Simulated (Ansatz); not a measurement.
# F$_{2}$S$_{2}$ (SMILES FSSF): what the fields show

```xyz
4

F    -1.7841   -0.1987   -0.6211
S    -0.4674    0.7646   -0.6319
S     1.0447   -0.2769   -0.1852
F     1.2067   -0.2890    1.4382
```

Geometry: PBE0-D4/def2-TZVP.

Computed with RKS PBE0-D4/def2-TZVPP (Ansatz 0.2.0).

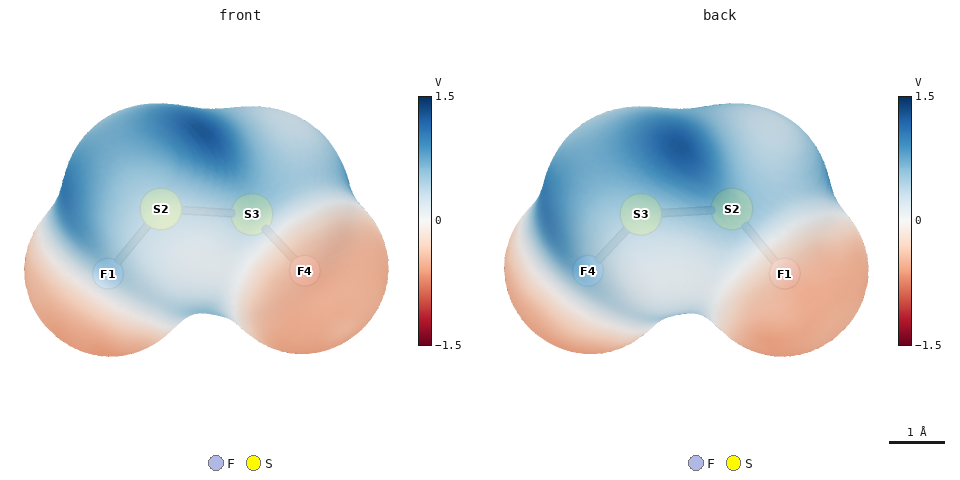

Figure 1. The molecular electrostatic potential painted on the density surface at 0.002 e/bohr³, seen from the front and from behind; red is negative and blue positive.

Where is the surface potential most negative and most positive?

Answer. The most negative region (about −0.6 V) lies over F1 and F4, the most positive (about +1.3 V) over S2 and S3.

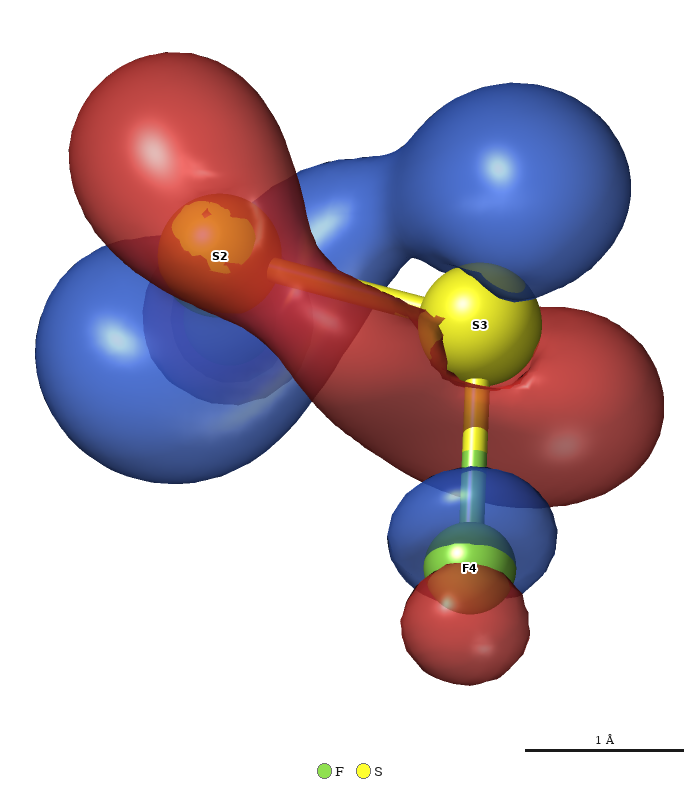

Figure 2. The LUMO at ±0.15 Å⁻³ᐟ² (blue and red are the two phases), seen at an oblique angle.

What is the character of this orbital?

Answer. It lies mainly on S2 (about 40 %), S3 (about 40 %), F1 (about 10 %) and F4 (about 10 %); π-antibonding (π*) across S2–S3. Its energy is −1.59 eV.

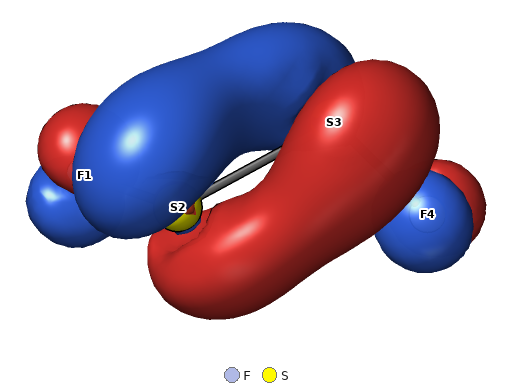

Figure 3. The HOMO−1 at ±0.15 Å⁻³ᐟ² (blue and red are the two phases), seen from one side.

Describe this orbital and give its energy.

Answer. It lies mainly on S2 (about 40 %), S3 (about 40 %), F1 (about 10 %) and F4 (about 10 %). Its energy is −8.65 eV.
